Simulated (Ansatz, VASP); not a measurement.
# Cross-check of FePb between VASP and Ansatz

One calculation is typed for both programs; each brings its own data sets and cutoff. How far apart do they land? The cell is invented: As first built, before any earlier steps moved the atoms: it takes the MgZr structure with all of its atoms replaced by other elements, volume scaled by an estimate. It may not be a known or stable phase. The cell comes out of earlier VASP steps on this material, which relaxed, scaled or displaced it; both programs get it as it stands.

Calculated with Ansatz 0.2.0; plane waves, with VASP 6.6.1 beside it; zone-centre phonons at LDA.

## 1. Set-up

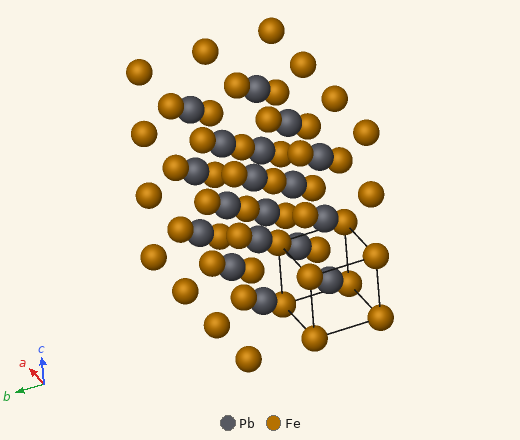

Start, viewed from a free direction; lead dark grey, iron orange. 3×2×3 cells are drawn. Some periodic images of atoms are drawn too.

Structure file:

```cif
data_structure
_symmetry_space_group_name_H-M 'P 1'
_symmetry_Int_Tables_number 1
_cell_length_a 3.2300
_cell_length_b 3.2300
_cell_length_c 3.2300
_cell_angle_alpha 90.000
_cell_angle_beta 90.000
_cell_angle_gamma 90.000
_cell_volume 33.70
loop_
_atom_site_label
_atom_site_type_symbol
_atom_site_fract_x
_atom_site_fract_y
_atom_site_fract_z
_atom_site_occupancy
Pb1 Pb 0.50000 0.50000 0.50000 1
Fe2 Fe 0.00000 0.00000 0.00000 1
```

## 2. VASP: zone-centre phonons, LDA

Second derivatives magnify differences that forces hide, and they need a tight electronic threshold.

Lines of VASP's logs that name or quote its potential files are left out, and so is its time.

File INCAR:

```
SYSTEM = FePb
PREC = Accurate
ENCUT = 400
EDIFF = 1E-08
NELM = 100
ISMEAR = 1
SIGMA = 0.2
LREAL = .FALSE.
ALGO = Normal
GGA = CA
NBANDS = 18
ISPIN = 2
MAGMOM = -0.067 1.868
LMAXMIX = 4
LORBIT = 11
LWAVE = .FALSE.
LCHARG = .FALSE.
IBRION = 8
ISIF = 2
```

File POSCAR:

```
FePb
1.0
    3.2300018626      0.0000000000      0.0000000000
    0.0000000000      3.2300018626      0.0000000000
    0.0000000000      0.0000000000      3.2300018626
Pb Fe
1 1
Direct
    0.5000000000      0.5000000000      0.5000000000
    0.0000000000      0.0000000000      0.0000000000
```

File KPOINTS:

```
Automatic mesh
0
Gamma
7 7 7
0 0 0
```

Potentials, in the order of the species: Pb_d and Fe (LDA family, release 64).

The run is started by

```bash
$ mpirun -np 1 vasp_std
```

Numbers of over 12 decimals in the logs are rounded to 6 here.

The program printed:

```text
[banner, memory and clock lines left out]
running    1 mpi-ranks, on    1 nodes
 distrk:  each k-point on    1 cores,    1 groups
 distr:  one band on    1 cores,    1 groups

 POSCAR found type information on POSCAR PbFe
 POSCAR found :  2 types and       2 ions
 LDA part: xc-table for (Slater(with rela. corr.)+CA(PZ))
 , standard interpolation
 POSCAR, INCAR and KPOINTS ok, starting setup
 FFT: planning ... GRIDC
 FFT: planning ... GRID_SOFT
 FFT: planning ... GRID
 WAVECAR not read
 entering main loop
       N       E                     dE             d eps       ncg     rms          rms(c)
DAV:   1     0.170667587638E+03    0.17067E+03   -0.92616E+03  1472   0.133E+03
DAV:   2    -0.410399731057E+01   -0.17477E+03   -0.16944E+03  1442   0.322E+02
DAV:   3    -0.126869395635E+02   -0.85829E+01   -0.85021E+01  1640   0.932E+01
DAV:   4    -0.128721941807E+02   -0.18525E+00   -0.18517E+00  1728   0.140E+01
DAV:   5    -0.128789655031E+02   -0.67713E-02   -0.67710E-02  1780   0.247E+00    0.865E+00
DAV:   6    -0.143445277780E+02   -0.14656E+01   -0.24225E+01  1620   0.503E+01    0.148E+01
DAV:   7    -0.121149862730E+02    0.22295E+01   -0.90892E+00  1580   0.373E+01    0.190E+00
DAV:   8    -0.121168598783E+02   -0.18736E-02   -0.19522E-01  1660   0.377E+00    0.129E+00
DAV:   9    -0.121139119785E+02    0.29479E-02   -0.21043E-02  2044   0.148E+00    0.628E-01
DAV:  10    -0.121135839513E+02    0.32803E-03   -0.42955E-03  2066   0.688E-01    0.251E-01
DAV:  11    -0.121133420201E+02    0.24193E-03   -0.10226E-03  1986   0.396E-01    0.971E-02
DAV:  12    -0.121132754199E+02    0.66600E-04   -0.11650E-04  2218   0.104E-01    0.408E-02
DAV:  13    -0.121132691108E+02    0.63091E-05   -0.16673E-05  1974   0.337E-02    0.614E-03
DAV:  14    -0.121132691854E+02   -0.74595E-07   -0.12033E-06  2058   0.133E-02    0.287E-03
DAV:  15    -0.121132692174E+02   -0.31969E-07   -0.80090E-08  1876   0.308E-03    0.932E-04
DAV:  16    -0.121132692233E+02   -0.59235E-08   -0.70766E-09   906   0.925E-04
   1 F= -.12113269E+02 E0= -.12111870E+02  d E =-.419653E-02  mag=     1.7722
 Linear response reoptimize wavefunctions to high precision
DAV:   1    -0.121132692234E+02   -0.91859E-10   -0.21996E-09  1090   0.536E-04
DAV:   2    -0.121132692234E+02   -0.12733E-10   -0.23511E-10   828   0.133E-04
 Linear response DOF=           2
 Linear response progress:
  Degree of freedom:   1/  2
       N       E                     dE             d eps       ncg     rms          rms(c)
RMM:   1    -0.319821725250E+00   -0.31982E+00    0.79090E-03  3683   0.587E+00
RMM:   2    -0.324643677317E+00   -0.48220E-02   -0.25463E-02  4613   0.134E+00    0.545E-02
RMM:   3    -0.324991413017E+00   -0.34774E-03   -0.35146E-03  5042   0.476E-01    0.276E-02
RMM:   4    -0.324892080174E+00    0.99333E-04   -0.37553E-04  5305   0.170E-01    0.879E-03
RMM:   5    -0.324900128559E+00   -0.80484E-05   -0.58513E-05  5339   0.642E-02    0.417E-03
RMM:   6    -0.324902894623E+00   -0.27661E-05   -0.99034E-06  5111   0.260E-02    0.274E-03
RMM:   7    -0.324906256095E+00   -0.33615E-05   -0.17619E-06  4797   0.109E-02    0.173E-03
RMM:   8    -0.324908403255E+00   -0.21472E-05   -0.37248E-07  5011   0.484E-03    0.416E-04
RMM:   9    -0.324907918700E+00    0.48456E-06   -0.13457E-07  5546   0.228E-03    0.202E-04
RMM:  10    -0.324907511974E+00    0.40673E-06   -0.41395E-08  5571   0.108E-03    0.915E-05
RMM:  11    -0.324907359177E+00    0.15280E-06   -0.28869E-08  5677   0.591E-04    0.568E-05
RMM:  12    -0.324907068058E+00    0.29112E-06   -0.16226E-08  5567   0.348E-04    0.147E-05
RMM:  13    -0.324907035431E+00    0.32626E-07   -0.12230E-08  5773   0.234E-04    0.479E-06
RMM:  14    -0.324907045259E+00   -0.98278E-08   -0.13067E-08  5884   0.179E-04    0.154E-06
 first order change of Fermi-energy   0.43005E-03
 force on displaced ion       1 direction 1 :  -3.759   0.000  -0.000
 Linear response progress:
  Degree of freedom:   2/  2
       N       E                     dE             d eps       ncg     rms          rms(c)
RMM:   1    -0.168160598666E+00   -0.16816E+00   -0.90028E-02  4971   0.227E+00
RMM:   2    -0.166707262907E+00    0.14533E-02   -0.36575E-03  4547   0.484E-01    0.563E-01
RMM:   3    -0.166425862025E+00    0.28140E-03   -0.25818E-03  4642   0.284E-01    0.262E-01
RMM:   4    -0.166634023237E+00   -0.20816E-03   -0.26684E-04  5080   0.130E-01    0.344E-02
RMM:   5    -0.166692802386E+00   -0.58779E-04   -0.54500E-05  5153   0.568E-02    0.156E-02
RMM:   6    -0.166749595340E+00   -0.56793E-04   -0.13292E-05  5169   0.273E-02    0.502E-03
RMM:   7    -0.166749654854E+00   -0.59515E-07   -0.22565E-06  4645   0.125E-02    0.294E-03
RMM:   8    -0.166747388137E+00    0.22667E-05   -0.58624E-07  4550   0.683E-03    0.154E-03
RMM:   9    -0.166745148884E+00    0.22393E-05   -0.14484E-07  5066   0.299E-03    0.550E-04
RMM:  10    -0.166745120280E+00    0.28604E-07   -0.29320E-08  5483   0.121E-03    0.246E-04
RMM:  11    -0.166744315138E+00    0.80514E-06   -0.78112E-09  5409   0.453E-04    0.887E-05
RMM:  12    -0.166743818429E+00    0.49671E-06   -0.47721E-09  5533   0.200E-04    0.345E-05
RMM:  13    -0.166743705792E+00    0.11264E-06   -0.46336E-09  5600   0.100E-04    0.150E-05
RMM:  14    -0.166743657006E+00    0.48786E-07   -0.44946E-09  5738   0.652E-05    0.744E-06
RMM:  15    -0.166743604148E+00    0.52858E-07   -0.44311E-09  5723   0.496E-05    0.272E-06
RMM:  16    -0.166743601690E+00    0.24584E-08   -0.44000E-09  5474   0.429E-05    0.930E-07
 first order change of Fermi-energy   0.20125E-02
 force on displaced ion       2 direction 1 :  -3.741   0.000  -0.000
 Linear response finished
```

Parts of OUTCAR (step 2):

```text
ion  position               nearest neighbor table
   1  0.500  0.500  0.500-   2 2.80   2 2.80   2 2.80   2 2.80   2 2.80   2 2.80   2 2.80   2 2.80

  LATTYP: Found a simple cubic cell.
 ALAT       =     3.2300018626

 Subroutine GETGRP returns: Found 48 space group operations
 (whereof 48 operations were pure point group operations)

The static configuration has the point symmetry O_h .

 Found     20 irreducible k-points:

   k-points           NKPTS =     20   k-points in BZ     NKDIM =     20   number of bands    NBANDS=     18

   dimension x,y,z NGX =    24 NGY =   24 NGZ =   24
   dimension x,y,z NGXF=    48 NGYF=   48 NGZF=   48

   ENCUT  =  400.0 eV  29.40 Ry    5.42 a.u.   5.27  5.27  5.27*2*pi/ulx,y,z

   NELECT =      22.0000    total number of electrons

 k-points in reciprocal lattice and weights: Automatic mesh
   0.00000000  0.00000000  0.00000000       0.003
   0.14285714  0.00000000  0.00000000       0.017
   0.28571429  0.00000000  0.00000000       0.017
   0.42857143  0.00000000  0.00000000       0.017
   0.14285714  0.14285714  0.00000000       0.035
   0.28571429  0.14285714  0.00000000       0.070
   0.42857143  0.14285714  0.00000000       0.070
   0.28571429  0.28571429  0.00000000       0.035
   0.42857143  0.28571429  0.00000000       0.070
[...]
0.42857143  0.42857143  0.28571429       0.070
   0.42857143  0.42857143  0.42857143       0.023

 average (electrostatic) potential at core
       1 -88.1361       2 -40.2657

  Total       -0.0105809     -0.0105809     -0.0105809     -0.0000000     -0.0000000     -0.0000000
  in kB       -0.5030645     -0.5030645     -0.5030645     -0.0000000     -0.0000000     -0.0000000
  external PRESSURE =      -0.5030645 kB  Pullay stress =       0.0000000 kB

  energy-cutoff  :      400.00
  volume of cell :       33.70
      direct lattice vectors                 reciprocal lattice vectors
     3.230001863  0.000000000  0.000000000     0.309597345  0.000000000  0.000000000
     0.000000000  3.230001863  0.000000000     0.000000000  0.309597345  0.000000000
     0.000000000  0.000000000  3.230001863     0.000000000  0.000000000  0.309597345

 POSITION                                       TOTAL-FORCE (eV/Angst)
 -----------------------------------------------------------------------------------
      1.61500      1.61500      1.61500         0.000000      0.000000      0.000000
      0.00000      0.00000      0.00000         0.000000      0.000000      0.000000
 -----------------------------------------------------------------------------------
    total drift:                                0.000000      0.000000     -0.000000

 Eigenvectors and eigenvalues of the dynamical matrix
 ----------------------------------------------------

   1 f  =    4.561227 THz    28.659037 2PiTHz  152.146171 cm-1    18.863713 meV
             X         Y         Z           dx          dy          dz
      1.615001  1.615001  1.615001    -0.461672    0.000000   -0.000000
      0.000000  0.000000  0.000000     0.887050   -0.000000    0.000000

   2 f  =    4.561227 THz    28.659037 2PiTHz  152.146171 cm-1    18.863713 meV
             X         Y         Z           dx          dy          dz
      1.615001  1.615001  1.615001     0.000000    0.461672    0.000000
      0.000000  0.000000  0.000000    -0.000000   -0.887050    0.000000

   3 f  =    4.561227 THz    28.659037 2PiTHz  152.146171 cm-1    18.863713 meV
             X         Y         Z           dx          dy          dz
      1.615001  1.615001  1.615001     0.000000    0.000000   -0.461672
      0.000000  0.000000  0.000000    -0.000000    0.000000    0.887050

   4 f/i=    0.004645 THz     0.029182 2PiTHz    0.154924 cm-1     0.019208 meV
             X         Y         Z           dx          dy          dz
      1.615001  1.615001  1.615001     0.000000   -0.887050   -0.000000
      0.000000  0.000000  0.000000    -0.000000   -0.461672    0.000000

   5 f/i=    0.004645 THz     0.029182 2PiTHz    0.154924 cm-1     0.019208 meV
             X         Y         Z           dx          dy          dz
      1.615001  1.615001  1.615001    -0.000000   -0.000000    0.887050
      0.000000  0.000000  0.000000     0.000000    0.000000    0.461672

   6 f/i=    0.004645 THz     0.029182 2PiTHz    0.154924 cm-1     0.019208 meV
             X         Y         Z           dx          dy          dz
      1.615001  1.615001  1.615001    -0.887050    0.000000   -0.000000
      0.000000  0.000000  0.000000    -0.461672   -0.000000    0.000000

 ELASTIC MODULI CONTR FROM IONIC RELAXATION (kBar)
 Direction    XX          YY          ZZ          XY          YZ          ZX
 --------------------------------------------------------------------------------
 XX           0.0000      0.0000      0.0000      0.0000      0.0000      0.0000
 YY           0.0000      0.0000      0.0000      0.0000      0.0000      0.0000
 ZZ           0.0000      0.0000      0.0000      0.0000      0.0000      0.0000
 XY           0.0000      0.0000      0.0000      0.0000      0.0000      0.0000
 YZ           0.0000      0.0000      0.0000      0.0000      0.0000      0.0000
 ZX           0.0000      0.0000      0.0000      0.0000      0.0000      0.0000
 --------------------------------------------------------------------------------

 magnetization (x)
# of ion       s       p       d       tot
------------------------------------------
    1        0.005  -0.070  -0.001  -0.067
    2        0.010  -0.002   1.860   1.868
--------------------------------------------------
tot          0.015  -0.073   1.859   1.801
```

[end of part 1 of 2]

[Lines on the potential files, build, host, timing and source positions are cut from VASP's logs without a mark.]

[Logs are printed without paths, hosts, clocks, repeated set-up lines and the standing remarks that a program may print on its own settings, such as how far it seeks lower states.]

[Hosts, paths, dates, database ids (printed as entryN), source tags and the programs' standing remarks are cut or masked in the printed files.]
